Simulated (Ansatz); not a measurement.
**C₄H₁₀FIn: taking an electron away**

Aim: the vertical ionisation energy of C₄H₁₀FIn, as cation minus neutral at the neutral's geometry, on several levels, and how well −ε(HOMO) stands in for it.

Computed with Ansatz 0.2.0, Gaussian basis. Level: unrestricted cation, the program's frozen cores in correlated methods.

The runs, in order: UKS PBE-D4/def2-TZVPP; UKS r2SCAN-D4/def2-TZVPP; UKS PBE0-D4/def2-TZVPP; UKS B3LYP-D4/def2-TZVPP; UKS wB97X-V/def2-TZVPP; UKS wB97M-V/def2-TZVPP; UKS B2PLYP/def2-TZVPP; UHF-CCSD(T)/def2-TZVPP; UHF-MP2/def2-QZVPP; extrapolation to the limit; then −ε(HOMO) from the neutral's earlier runs with LDA (SPW92), PBE-D4, revPBE-D4, BLYP-D4, r2SCAN-D4, B97M-V, PBE0-D4, B3LYP-D4, r2SCANh-D4, r2SCAN0-D4, HSE06-D4, BHLYP-D4, CAM-B3LYP-D4, LC-ωPBE, ωB97X-V, ωB97M-V.

## 1. Structure used throughout

The geometry comes from an earlier relaxation with PBE0-D4 in a triple-zeta def2 set; it is a stationary point, not always the lowest conformer. In takes the def2 core potential; no spin-orbit term is included.

SMILES `C[CH2][In]([F])[CH2]C`, 16 atoms, charge 0, spin multiplicity 1.

Atoms are counted from 1 here; the program's logs count them from 0.

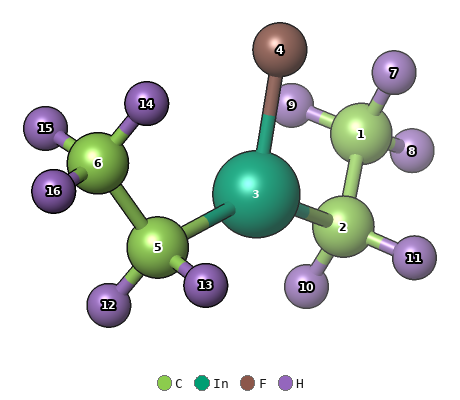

The structure; carbon green, indium teal, fluorine brown, hydrogen purple; atoms are numbered from 1 in the order of the file.

Geometry (Å):

```xyz
16

C     2.00704   -2.23907    0.29257
C     0.58574   -2.10825   -0.23839
In   -0.23159   -0.14561    0.07132
F     0.73817    0.60085    1.63970
C    -1.64274    1.36301   -0.51948
C    -1.24556    2.75451   -0.04569
H     2.07603   -1.93532    1.33855
H     2.36259   -3.27177    0.21621
H     2.70753   -1.61334   -0.26578
H     0.52307   -2.35413   -1.30125
H    -0.09087   -2.79719    0.27752
H    -1.76586    1.32165   -1.60455
H    -2.60315    1.06023   -0.09021
H    -1.06866    2.77925    1.03068
H    -0.32583    3.09837   -0.52427
H    -2.02590    3.48681   -0.27692
```

## 2. Cation, UKS PBE-D4/def2-TZVPP

in.yaml

```yaml
crystal:
  periodic: [false, false, false]
  atoms:
    - {symbol: C, position_ang: [2.007040, -2.239070, 0.292574]}
    - {symbol: C, position_ang: [0.585736, -2.108251, -0.238392]}
    - {symbol: In, position_ang: [-0.231591, -0.145606, 0.071324]}
    - {symbol: F, position_ang: [0.738171, 0.600847, 1.639702]}
    - {symbol: C, position_ang: [-1.642738, 1.363009, -0.519478]}
    - {symbol: C, position_ang: [-1.245560, 2.754512, -0.045686]}
    - {symbol: H, position_ang: [2.076029, -1.935319, 1.338549]}
    - {symbol: H, position_ang: [2.362587, -3.271771, 0.216206]}
    - {symbol: H, position_ang: [2.707532, -1.613336, -0.265780]}
    - {symbol: H, position_ang: [0.523066, -2.354131, -1.301253]}
    - {symbol: H, position_ang: [-0.090868, -2.797195, 0.277522]}
    - {symbol: H, position_ang: [-1.765858, 1.321649, -1.604551]}
    - {symbol: H, position_ang: [-2.603149, 1.060232, -0.090209]}
    - {symbol: H, position_ang: [-1.068658, 2.779247, 1.030678]}
    - {symbol: H, position_ang: [-0.325832, 3.098370, -0.524271]}
    - {symbol: H, position_ang: [-2.025898, 3.486813, -0.276925]}
basis:
  gaussian: {orbitals: def2-TZVPP}
total_charge: 1
magnetization: {spin_polarized: true, initial_magnetization: 1}
hamiltonian: {xc: pbe, dispersion: d4}
```

Started as:

```bash
ansatz run in.yaml --threads 2 --pin off --events-out ev --progress --plain --max-ram 32768MiB --backend cuda --devices 0, --max-vram 18GiB
```

Further steps of the session: Cation, UKS r2SCAN-D4/def2-TZVPP; Cation, UKS PBE0-D4/def2-TZVPP; Cation, UKS B3LYP-D4/def2-TZVPP; Cation, UKS wB97X-V/def2-TZVPP; Cation, UKS wB97M-V/def2-TZVPP; Cation, UKS B2PLYP (frozen core)/def2-TZVPP; Cation, UHF-CCSD(T)/def2-TZVPP; Cation, UHF-MP2/def2-QZVPP.

Before running them: what should the planned runs give, taken together? Wanted: ionisation energy, CCSD(T)/CBS; nearest functional by difference; nearest −ε(HOMO); −ε(HOMO) of PBE; T1 of the cation.

The runs gave:

| quantity | value |
| --- | --- |
| ionisation energy, CCSD(T)/CBS | 9.24 eV |
| nearest functional by difference | ωB97M-V (-0.11 eV) |
| nearest −ε(HOMO) | ωB97M-V (-0.04 eV) |
| −ε(HOMO) of PBE | 5.97 eV |
| T1 of the cation | 0.021 |

In words: Energy differences with functionals land within 0.63 eV of the reference. −ε(HOMO) of PBE misses by 3.3 eV, since self-interaction lifts the level. Among orbital estimates ωB97M-V comes nearest. Hartree-Fock falls 1.03 eV short, as the neutral has more correlation energy than the cation. Correlated methods include outer-core shells of In, which these sets cover unevenly. With outer-core shells in play the reference is unsure by up to some tenths of an eV, so close misses can't be ranked.
